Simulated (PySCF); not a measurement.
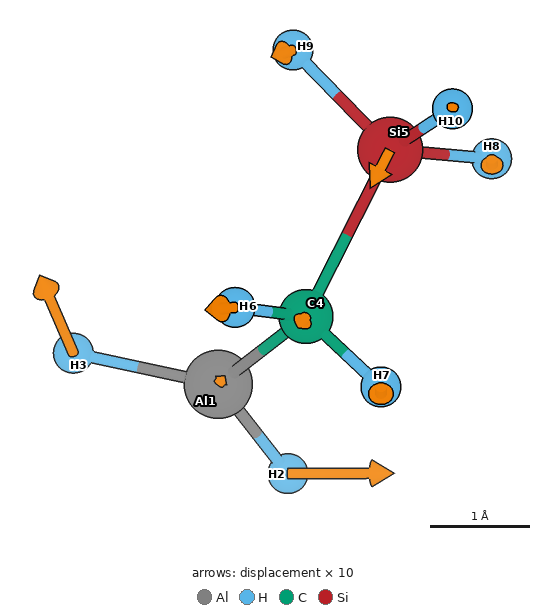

A relaxation of CH7AlSi. The starting structure is drawn; orange arrows show the displacements, magnified 10 times. The two geometries are superimposed by the best rigid fit.

Style: ball-and-stick. Shown from a free direction.

The start comes from GFN2-xTB.

These are results of PBE0-D3(BJ)/def2-SVP geometry optimisation, gas phase (PySCF), not measurements. 

> Which element moves most?

Hydrogen: up to 0.12 Å, against 0.05 Å for silicon.

> What happened in the run?

Over 4 geometry steps the energy falls by 0.094 eV. The largest force component goes from 1.1 to 0.012 eV/Å. The largest move after the best rigid fit is that of H3, 0.12 Å. Largest moves by element: H 0.12 Å, Si 0.05 Å, C 0.02 Å, Al 0.01 Å. Near-neighbour distances that change, for instance: Al1–H2 1.553 → 1.591 Å, C4–Si5 1.909 → 1.877 Å, Al1–C4 1.984 → 1.954 Å, Si5–H10 1.468 → 1.497 Å. Bond angles that change, for instance: H2–Al1–H3 112.6° → 120.1°, H2–Al1–C4 123.5° → 119.9°, H6–C4–H7 105.8° → 108.0°.
